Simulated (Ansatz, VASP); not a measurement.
# Ba2TeSe in two plane-wave programs

Wanted: the spread between two codes on one cell, functional and k mesh. The cell is invented: As first built, before any earlier steps moved the atoms: it takes the TePb2Se structure with some of its atoms replaced by other elements, volume scaled by an estimate. It may not be a known or stable phase. The cell comes out of the VASP series on this material, whose earlier steps may have relaxed, scaled or displaced it; both programs get it as it stands.

Main program and level: Ansatz 0.2.0; plane waves, with VASP 6.6.1 beside it; band structure at RPBE, single point at RPBE and electric field gradients at RPBE.

### Step 1. Set-up

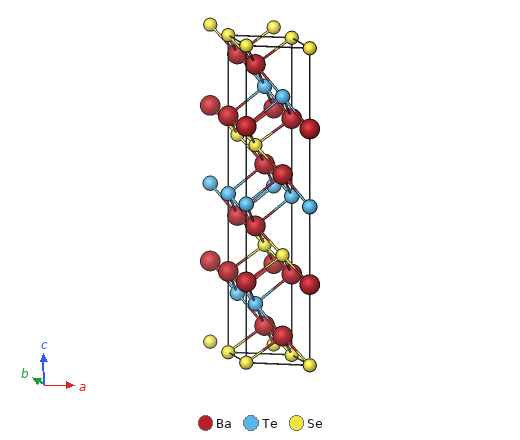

The starting structure, seen slightly off an axis (barium red, tellurium blue, selenium yellow). 1×2×1 cells are drawn. This picture shows the conventional cell, with its axes. Bonds to atoms that aren't drawn are left out. Some periodic images of atoms are drawn too.

### Step 2. Ansatz: band structure, RPBE

Ansatz runs on its default PAW (the set named soft_2) files.

The same path points are solved in both programs, so levels can be compared one by one.

input.yaml reads:

```yaml
crystal:
  lattice:
    - [2.4661263638, 1.4238183138, 8.0763280829]
    - [-2.4661263638, 1.4238183138, 8.0763280829]
    - [0.0, -2.8476366275, 8.0763280829]
  atoms:
    - { symbol: Ba, position: [0.7453535018, 0.7453535018, 0.7453535018] }
    - { symbol: Ba, position: [0.2546464982, 0.2546464982, 0.2546464982] }
    - { symbol: Te, position: [0.5, 0.5, 0.5] }
    - { symbol: Se, position: [0.0, 0.0, 0.0] }
hamiltonian:
  xc: rpbe
  pseudopotentials: { kind: paw }
kpoints:
  mp_grid: { grid: [5, 5, 5] }
  band_path:
    path:
      - [0.0, 0.0, 0.0]
      - [0.13333, 0.0, 0.0]
      - [0.3, 0.0, 0.0]
      - [0.46667, 0.0, 0.0]
      - [0.5, 0.03748, -0.03748]
      - [0.5, 0.09994, -0.09994]
      - [0.5, 0.1624, -0.1624]
      - [0.77093, 0.5, 0.22907]
      - [0.66673, 0.5, 0.33327]
      - [0.56252, 0.5, 0.43748]
      - [0.46667, 0.46667, 0.46667]
      - [0.3, 0.3, 0.3]
      - [0.13333, 0.13333, 0.13333]
      - [0.0, 0.0, 0.0]
      - [0.11456, 0.0, -0.11456]
      - [0.20622, 0.0, -0.20622]
      - [0.32078, 0.0, -0.32078]
      - [0.62505, 0.37495, 0.0]
      - [0.57294, 0.42706, 0.0]
      - [0.52084, 0.47916, 0.0]
      - [0.5, 0.5, 0.0]
      - [0.52084, 0.52084, 0.02498]
      - [0.57294, 0.57294, 0.08745]
      - [0.62505, 0.62505, 0.14991]
      - [0.64589, 0.64589, 0.20823]
      - [0.59378, 0.59378, 0.31243]
      - [0.54168, 0.54168, 0.41664]
      - [0.5, 0.0, 0.0]
      - [0.6042, 0.11456, 0.11456]
      - [0.70841, 0.22913, 0.22913]
      - [0.81261, 0.34369, 0.34369]
    npoints: 1
scf:
  occupations: { method: gaussian, width: 0.05 }
  n_extra_bands: 8
output:
  forces: true
  stress: true
  eigenvalues: true
```

Started as:

```bash
$ ansatz run input.yaml --threads 2 --pin off --max-ram 4608MiB --backend cpu --events-out ev --progress --plain --runs-dir out
```

Numbers of over 12 decimals in the logs are rounded to 6 here.

The program printed:

```text
basis.fft_grid_basis auto: the FFT boxes are laid along the combinations [[1, 0, -1], [0, 1, -1], [0, 0, 1]] of the cell's own vectors, 4.932, 4.932 and 8.564 Å long. The dense box has 36×36×60 points. Along the cell's own vectors, as sized, it would have 60×60×60, 2.78 times as many. Of the 12 symmetry operations that the crystal satisfies within crystal.symmetry.tolerance (time reversal apart; of a slab, those that [...]
scf.n_extra_bands = 8 over 26 filled bands (N_el = 52.0): the run solves 34 bands
Engine: ansatz 0.2.0, aarch64-unknown-linux-gnu
Pseudopotentials: kind: paw
Pseudopotential: Ba, paw, valence charge 10, recommended cutoff 420 eV (normal), Ba.paw.azcp
Pseudopotential: Te, paw, valence charge 16, recommended cutoff 420 eV (normal), Te.paw.azcp
Pseudopotential: Se, paw, valence charge 16, recommended cutoff 420 eV (normal), Se.paw.azcp
Functional definition: RPBE
  parameter kappa = 0.804
  parameter beta = 0.066725
  exchange = rpbe_x(kappa = kappa, mu = beta*pi^2/3)
  correlation = pbe_c(beta = beta)
Crystal: 4 atoms, lattice volume = 170.151 Å³
Basis set: ecut = 420 eV, 3333 PW (Γ), FFT grids on a1−a3, a2−a3, a3, exchange–correlation on 72×72×120 points (8 copies of the dense FFT grid, shifted against one another)
Bands: 34, of which v1, the nominal top of the filled ones, is band 26 counted from 1 (25 counted from 0)
Symmetry: 12 space group operations
Space group: R-3m (ITA 166), of the structure as read, at distance tolerance 5.5e-5 Å
k-points: 19 of 125
Non-local potential: Ba, projectors of the file, l = 0: 3, l = 1: 2, l = 2: 2, l = 3: 2
Non-local potential: Te, projectors of the file, l = 0: 2, l = 1: 2, l = 2: 2, l = 3: 2
Non-local potential: Se, projectors of the file, l = 0: 2, l = 1: 2, l = 2: 3, l = 3: 1
PAW form: soft (Blöchl's): semilocal exchange-correlation on the pseudo side does not see the compensation charge
PAW frozen core: Ba, regenerated for the run's functional, and the local potential with it (the file was generated under x = pbe(κ = 0.804, μ = 0.219515), c = pbe(β = 0.066725))
PAW frozen core: Te, regenerated for the run's functional, and the local potential with it (the file was generated under x = pbe(κ = 0.804, μ = 0.219515), c = pbe(β = 0.066725))
PAW frozen core: Se, regenerated for the run's functional, and the local potential with it (the file was generated under x = pbe(κ = 0.804, μ = 0.219515), c = pbe(β = 0.066725))
PAW one-centre angular grid: Ba, 194 points (default); XC on 64 Gauss nodes
PAW one-centre angular grid: Te, 590 points (default); XC on 64 Gauss nodes
PAW one-centre angular grid: Se, 590 points (default); XC on 64 Gauss nodes
Initial density: superposition of atomic densities (neutral atoms: chi_scale 0, normalization atom), corrected by the library's trained network
Initial wavefunctions: pseudopotential atomic-orbital guess
Functional: x = rpbe, c = pbe(β = 0.066725)
SCF iter   1: F=—  HF=-24390.108944 eV  |F-HF|=—  |Δ(HF+E_count)|=         —  Δρ=1.32e-3  dr2=3.17e-3  ethr=1.77e-3  ⟨swp⟩=10.7  Hψ=3514  notcnv=0  defer=4
preconditioner: auto → Resta (q_TF=auto, 2.239 Å⁻¹)  ε∞=2.7  [insulator: Δε(μ)=2.023 eV  Ē_g=11.416 eV  σ=0.050 eV  W_gap=1.00  n_scr=28 (ndim 8)  ℏωp=15.1 eV  f_vac=0.026  D(μ)=0.00/eV (n_scr^D=0)  ε∞_Penn≈2.7]
SCF iter   2: F=—  HF=-24390.109847 eV  |F-HF|=—  |Δ(HF+E_count)|=   9.03e-4  Δρ=8.10e-4  dr2=9.77e-4  ethr=6.10e-6  ⟨swp⟩=2.3  Hψ=1340  notcnv=0  defer=13
SCF iter   3: F=—  HF=-24390.110542 eV  |F-HF|=—  |Δ(HF+E_count)|=   6.95e-4  Δρ=2.72e-4  dr2=2.32e-4  ethr=1.88e-6  ⟨swp⟩=2.7  Hψ=1136  notcnv=0  defer=13
SCF iter   4: F=—  HF=-24390.110648 eV  |F-HF|=—  |Δ(HF+E_count)|=   1.06e-4  Δρ=7.27e-5  dr2=1.61e-5  ethr=4.46e-7  ⟨swp⟩=2.0  Hψ=1097  notcnv=0  defer=13
SCF iter   5: F=—  HF=-24390.110675 eV  |F-HF|=—  |Δ(HF+E_count)|=   2.69e-5  Δρ=3.66e-5  dr2=3.25e-6  ethr=3.09e-8  ⟨swp⟩=2.0  Hψ=1097  notcnv=0  defer=13
SCF iter   6: F=—  HF=-24390.110684 eV  |F-HF|=—  |Δ(HF+E_count)|=   9.49e-6  Δρ=1.06e-5  dr2=2.79e-7  ethr=6.26e-9  ⟨swp⟩=2.0  Hψ=1097  notcnv=0  defer=13
SCF iter   7: F=-24390.110685 eV  HF=-24390.110685 eV  |F-HF|=3.92e-8  |Δ(HF+E_count)|=   1.04e-6  Δρ=2.76e-6  dr2=1.84e-8  ethr=1.92e-10  ⟨swp⟩=11.1  Hψ=3948  notcnv=0
SCF 1 converged in 7 iterations: F = -24390.110685 eV  dr2 = 1.84e-8
  greatest PAW one-centre occupation: 1.000 electrons in one spin orbital (limit 2), on the Se atom at site 3 (counted from 0), in its partial waves of l = 2
NSCF: frozen V_eff on 31 k-points
SCF converged after 7 iterations
Free energy (F): -24390.110685 eV
Harris-Foulkes:  -24390.110685 eV  (|F-HF|=3.92e-8)
Internal energy: -24390.110685 eV  (E = F + TS)
E sigma→0 (E₀):  -24390.110685 eV
Fermi energy:    6.879033 eV
--- Per-component energies (eV) ---
  E_band       = -803.775159
  E_kinetic    = 634.985315
  E_local      = -5104.195439  (includes V_loc(G=0)·N_el)
  E_nonlocal   = -796.421251
  E_hartree    = 2582.927933
  E_xc         = -567.060704
  E_vxc        = -474.649538  (∫ρ·V_xc dr)
  E_paw        = -17058.140806  (= ΣΔE_a)
  E_vpaw       = -229.353328  (= ΣTr[D̂ρ^β])
  E_aug_tail   = -0.000757  (compensation charges beyond the density's cutoff)
  E_ewald      = -4081.791498
  E_core_change = -0.413478  (= ΣΔE_core)
  E_smearing   = -0.000000  (= −TS)
  E_closure    = 0.000000  (closes the sum)
  Σ components = -24390.110685   (vs F -24390.110685, Δ=0.00e0)
--- Forces (eV/Å), atoms counted from 1 ---
  atom   1  Ba     0.00000000     0.00000000     0.00670536
  atom   2  Ba     0.00000000    -0.00000000    -0.00670536
  atom   3  Te     0.00000000    -0.00000000    -0.00000000
  atom   4  Se    -0.00000000     0.00000000     0.00000000
  max |Σ_I F_I| component: 3.37e-29 eV/Å
--- Stress (GPa, compression-positive) ---
       -0.300798       0.000000       0.000000
        0.000000      -0.300798       0.000000
        0.000000       0.000000      -0.273111
  P = ⅓ Tr σ = -0.2916 GPa (-2.916 kbar)
--- Band table (eV; the first three rows and the last of 19) ---
  k-point 0: bands = [... 22 lower, 4.7834, 5.7542, 5.8694, 5.8694, 8.6469, 9.1547, 9.1556, 9.1556, ... 4 higher]
  k-point 1: bands = [... 22 lower, 4.8426, 5.1127, 5.5028, 5.6657, 8.8832, 9.3027, 9.7760, 9.7763, ... 4 higher]
  k-point 2: bands = [... 22 lower, 4.9209, 4.9465, 5.1195, 5.4160, 8.7080, 9.1129, 10.4225, 10.6911, ... 4 higher]
  k-point 18: bands = [... 22 lower, 4.8839, 5.3208, 5.4394, 5.5961, 8.4857, 9.4411, 9.6994, 9.8357, ... 4 higher]
```

Run time: 6.2 s. Hardware: 2 threads of Arm Neoverse V1, shared host; peak memory 0.49 GiB; 12 s of CPU time.

Reading the cycles: dr2 is the Hartree energy of the density residual (eV), the measure of convergence; HF is the Harris–Foulkes estimate of the energy, which meets the free energy F at convergence.

### Step 3. VASP: band structure, RPBE

The same cell, functional, mesh and smearing now go to VASP, with its own data sets and cutoff.

Lines of VASP's logs that name or quote its potential files are left out, and so is its time.

INCAR reads:

```
SYSTEM = Ba2TeSe
PREC = Accurate
ENCUT = 400
EDIFF = 1E-06
NELM = 100
ISMEAR = 0
SIGMA = 0.05
LREAL = .FALSE.
ALGO = Normal
GGA = RP
NBANDS = 30
LORBIT = 11
LWAVE = .FALSE.
LCHARG = .FALSE.
KPAR = 2
```

POSCAR reads:

```
Ba2TeSe
1.0
    2.4661263638      1.4238183138      8.0763280829
   -2.4661263638      1.4238183138      8.0763280829
    0.0000000000     -2.8476366275      8.0763280829
Ba Te Se
2 1 1
Direct
    0.7453535018      0.7453535018      0.7453535018
    0.2546464982      0.2546464982      0.2546464982
    0.5000000000      0.5000000000      0.5000000000
    0.0000000000      0.0000000000      0.0000000000
```

KPOINTS reads:

```
Automatic mesh
0
Gamma
5 5 5
0 0 0
```

KPOINTS_OPT reads:

```
Line mode
16
Line-mode
Reciprocal
  0.00000000   0.00000000   0.00000000 GAMMA
  0.50000000   0.00000000   0.00000000 L

  0.50000000   0.00000000   0.00000000 L
  0.50000000   0.18738668  -0.18738668 B1

  0.81261332   0.50000000   0.18738668 B
  0.50000000   0.50000000   0.50000000 Z

  0.50000000   0.50000000   0.50000000 Z
  0.00000000   0.00000000   0.00000000 GAMMA

  0.00000000   0.00000000   0.00000000 GAMMA
  0.34369334   0.00000000  -0.34369334 X

  0.65630666   0.34369334   0.00000000 Q
  0.50000000   0.50000000   0.00000000 F

  0.50000000   0.50000000   0.00000000 F
  0.65630666   0.65630666   0.18738668 P1

  0.65630666   0.65630666   0.18738668 P1
  0.50000000   0.50000000   0.50000000 Z

  0.50000000   0.00000000   0.00000000 L
  0.81261332   0.34369334   0.34369334 P
```

PAW data sets: Ba_sv, Te and Se (PBE family, release 64).

Started as:

```bash
$ mpirun -np 2 vasp_std
```

The program printed:

```text
[banner, memory and clock lines left out]
running    2 mpi-ranks, on    1 nodes
 distrk:  each k-point on    1 cores,    2 groups
 distr:  one band on    1 cores,    1 groups

 POSCAR found type information on POSCAR BaTeSe
 POSCAR found :  3 types and       4 ions
|                                                                             |
|               ----> ADVICE to this user running VASP <----                  |
|                                                                             |
|     You enforced a specific xc type in the INCAR file but a different       |
|     [... a line on the potential file left out ...]
|     I HOPE YOU KNOW WHAT YOU ARE DOING!                                     |
|                                                                             |

 LDA part: xc-table for (Slater+PW92), standard interpolation
 POSCAR, INCAR and KPOINTS ok, starting setup
 FFT: planning ... GRIDC
 FFT: planning ... GRID_SOFT
 FFT: planning ... GRID
 WAVECAR not read
 entering main loop
       N       E                     dE             d eps       ncg     rms          rms(c)
DAV:   1     0.172117464080E+03    0.17212E+03   -0.10778E+04  1140   0.722E+02
DAV:   2    -0.525385396593E+01   -0.17737E+03   -0.16615E+03  1534   0.164E+02
DAV:   3    -0.169455073710E+02   -0.11692E+02   -0.11597E+02  1502   0.430E+01
DAV:   4    -0.173387100342E+02   -0.39320E+00   -0.39252E+00  1732   0.670E+00
DAV:   5    -0.173408823425E+02   -0.21723E-02   -0.21722E-02  1452   0.554E-01    0.515E+00
DAV:   6    -0.169162002110E+02    0.42468E+00   -0.49259E-01  1460   0.286E+00    0.332E+00
DAV:   7    -0.169596997873E+02   -0.43500E-01   -0.44202E-01  1510   0.242E+00    0.145E+00
DAV:   8    -0.169912650573E+02   -0.31565E-01   -0.59380E-02  1296   0.108E+00    0.342E-01
DAV:   9    -0.169962139683E+02   -0.49489E-02   -0.77814E-03  1456   0.434E-01    0.157E-01
DAV:  10    -0.169990868766E+02   -0.28729E-02   -0.30838E-03  1314   0.226E-01    0.656E-02
DAV:  11    -0.169999169918E+02   -0.83012E-03   -0.11248E-03  1452   0.135E-01    0.448E-02
DAV:  12    -0.169999779058E+02   -0.60914E-04   -0.13148E-04  1492   0.437E-02    0.209E-02
DAV:  13    -0.169999904794E+02   -0.12574E-04   -0.37881E-05  1338   0.214E-02    0.507E-03
DAV:  14    -0.169999914265E+02   -0.94710E-06   -0.99484E-07  1302   0.375E-03
   1 F= -.16999991E+02 E0= -.16999991E+02  d E =-.411164E-17
 Start KPOINTS_OPT (optional k-point list driver)
k-point batch [1-19\144]
       N       E                     dE             ncg
DAV:   1    -0.130505690679E+04   -0.89135E+04     1140
DAV:   2    -0.462889695374E+04   -0.33238E+04     1550
DAV:   3    -0.485560066031E+04   -0.22670E+03     1490
DAV:   4    -0.486456612104E+04   -0.89655E+01     1706
DAV:   5    -0.486463868082E+04   -0.72560E-01     1448
DAV:   6    -0.486464105838E+04   -0.23776E-02     1582
DAV:   7    -0.486464115515E+04   -0.96763E-04     1386
DAV:   8    -0.486464116157E+04   -0.64283E-05     1050
DAV:   9    -0.486464116170E+04   -0.12620E-06      860
[...]
k-point batch [134-144\144]
       N       E                     dE             ncg
DAV:   1     0.338708851171E+04   -0.87594E+04      660
DAV:   2     0.147525051041E+04   -0.19118E+04      886
DAV:   3     0.134303110207E+04   -0.13222E+03      892
DAV:   4     0.133821791194E+04   -0.48132E+01     1034
DAV:   5     0.133818525478E+04   -0.32657E-01      848
DAV:   6     0.133818473074E+04   -0.52404E-03      994
DAV:   7     0.133818472549E+04   -0.52509E-05      816
DAV:   8     0.133818472533E+04   -0.16055E-06      698
```

From OUTCAR (step 3):

```text
ion  position               nearest neighbor table
   1  0.745  0.745  0.745-   4 3.43   4 3.43   4 3.43   3 3.56   3 3.56   3 3.56
   2  0.255  0.255  0.255-   4 3.43   4 3.43   4 3.43   3 3.56   3 3.56   3 3.56
   3  0.500  0.500  0.500-   2 3.56   1 3.56   2 3.56   2 3.56   1 3.56   1 3.56
   4  0.000  0.000  0.000-   1 3.43   2 3.43   1 3.43   1 3.43   2 3.43   2 3.43

  LATTYP: Found a trigonal (rhomboedric) cell.
 ALAT       =     8.5636506897
 COS(alpha) =     0.8341395806

 Subroutine GETGRP returns: Found 12 space group operations
 (whereof 12 operations were pure point group operations)

The static configuration has the point symmetry D_3d.

 Found     19 irreducible k-points:

   k-points           NKPTS =     19   k-points in BZ     NKDIM =     19   number of bands    NBANDS=     30

   dimension x,y,z NGX =    56 NGY =   56 NGZ =   56
   dimension x,y,z NGXF=   112 NGYF=  112 NGZF=  112

   ENCUT  =  400.0 eV  29.40 Ry    5.42 a.u.  13.97 13.97 13.97*2*pi/ulx,y,z

   NELECT =      32.0000    total number of electrons

 k-points in reciprocal lattice and weights: Automatic mesh
   0.00000000  0.00000000  0.00000000       0.008
   0.20000000  0.00000000  0.00000000       0.048
   0.40000000 -0.00000000  0.00000000       0.048
   0.20000000  0.20000000  0.00000000       0.048
   0.40000000  0.20000000  0.00000000       0.096
  -0.40000000  0.20000000  0.00000000       0.096
  -0.20000000  0.20000000  0.00000000       0.048
   0.40000000  0.40000000  0.00000000       0.048
  -0.40000000  0.40000000  0.00000000       0.048
[...]
0.40000000  0.40000000  0.40000000       0.016
  -0.40000000  0.40000000  0.40000000       0.048

 average (electrostatic) potential at core
       1 -37.7938       2 -37.7938       3 -90.9137       4 -54.9440

 E-fermi :   1.8802

 k-point     1 :       0.0000    0.0000    0.0000
  band No.  band energies     occupation
    ...
     12       0.4629      2.00000
     13       0.4629      2.00000
     14       1.4835      2.00000
     15       1.5959      2.00000
     16       1.5959      2.00000
     17       4.3105      0.00000
     18       4.8099      0.00000
     19       4.8099      0.00000
     20       4.8114      0.00000
     21       5.4038      0.00000
    ...

 k-point     2 :       0.2000    0.0000    0.0000
  band No.  band energies     occupation
    ...
     12       0.4437      2.00000
     13       0.5253      2.00000
     14       0.7966      2.00000
     15       1.2118      2.00000
     16       1.3738      2.00000
     17       4.5543      0.00000
     18       4.9744      0.00000
     19       5.4521      0.00000
     20       5.4602      0.00000
     21       5.6610      0.00000
    ...

 k-point     3 :       0.4000   -0.0000    0.0000
  band No.  band energies     occupation
    ...
     12       0.2412      2.00000
     13       0.6078      2.00000
     14       0.6238      2.00000
     15       0.8057      2.00000
     16       1.1061      2.00000
     17       4.3881      0.00000
     18       4.8087      0.00000
     19       6.1235      0.00000
     20       6.3911      0.00000
     21       6.5425      0.00000
    ...

  Total       -0.0058732     -0.0058732      0.0232494      0.0000000      0.0000000      0.0000000
  in kB       -0.0553033     -0.0553033      0.2189211      0.0000000      0.0000000      0.0000000
  external PRESSURE =       0.0361048 kB  Pullay stress =       0.0000000 kB

  energy-cutoff  :      400.00
  volume of cell :      170.15
      direct lattice vectors                 reciprocal lattice vectors
     2.466126364  1.423818314  8.076328083     0.202747113  0.117056134  0.041272882
    -2.466126364  1.423818314  8.076328083    -0.202747113  0.117056134  0.041272882
     0.000000000 -2.847636628  8.076328083     0.000000000 -0.234112267  0.041272882

 POSITION                                       TOTAL-FORCE (eV/Angst)
 -----------------------------------------------------------------------------------
      0.00000      0.00000     18.05916         0.000000      0.000000      0.008601
      0.00000      0.00000      6.16983         0.000000     -0.000000     -0.008601
      0.00000      0.00000     12.11449        -0.000000     -0.000000      0.000000
      0.00000      0.00000      0.00000         0.000000      0.000000      0.000000
 -----------------------------------------------------------------------------------
    total drift:                               -0.000000     -0.000000      0.000000

  FREE ENERGIE OF THE ION-ELECTRON SYSTEM (eV)
  ---------------------------------------------------
  free  energy   TOTEN  =       -16.9999914265 eV

  energy  without entropy=      -16.9999914265  energy(sigma->0) =      -16.99999143

 total charge
# of ion       s       p       d       tot
------------------------------------------
    1        2.008   5.625   0.235   7.869
    2        2.008   5.625   0.235   7.869
    3        1.335   2.129   0.003   3.466
    4        1.432   2.421   0.002   3.855
--------------------------------------------------
tot          6.783  15.800   0.475  23.058

[... 3 further parts left out ...]
```

The run ends at a pressure of 0.00 GPa, with forces up to 0.0086 eV/Å.

(Part 1 of 2 ends here.)

[Lines on the potential files, build, host, timing and source positions are cut from VASP's logs without a mark.]

[Logs are printed without paths, hosts, clocks, repeated set-up lines and the standing remarks that a program may print on its own settings, such as how far it seeks lower states.]

[Hosts, paths, dates, database ids (printed as entryN), source tags and the programs' standing remarks are cut or masked in the printed files.]
